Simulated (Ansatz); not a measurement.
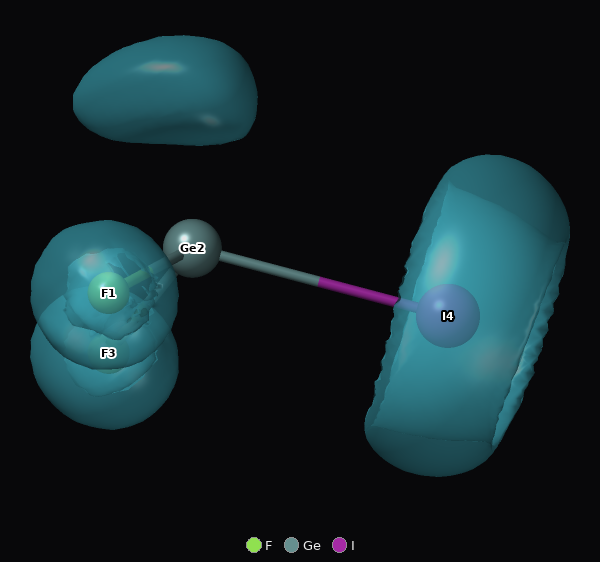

F2GeI (SMILES [F][Ge]([F])[I]) (doublet). Isosurface of the electron localisation function at 0.8 (cyan), seen from one side. Core shells and regions of very low density are left out.

Geometry: PBE0-D4/def2-TZVP; core potentials replace the inner electrons of I.

Theory: Ansatz 0.2.0, UKS PBE0-D4/def2-TZVPP.

| atom | x (Å) | y (Å) | z (Å) |
| --- | --- | --- | --- |
| F | 1.1455 | 0.7671 | 0.9904 |
| Ge | -0.2041 | -0.1930 | 0.4897 |
| F | 0.5538 | -1.6203 | -0.1288 |
| I | -1.4398 | 0.9859 | -1.3717 |

Q: Where are the electrons localised?

A: The ELF exceeds this value in one ring or bowl of non-bonding electrons around I, one lobe on Ge, pointing away from the bonds (non-bonding electrons) and two regions wrapped around F (the valence shell of each).

Values along the shortest contacts:
Ge–F (1.73 Å): the ELF peaks at about 0.80 in the valence shell of F, 0.5 Å from its nucleus, and is about 0.25 at the midpoint. Ge–I (2.53 Å): the ELF peaks at about 0.70 in the valence shell of I, 1.3 Å from its nucleus, and is about 0.70 at the midpoint.
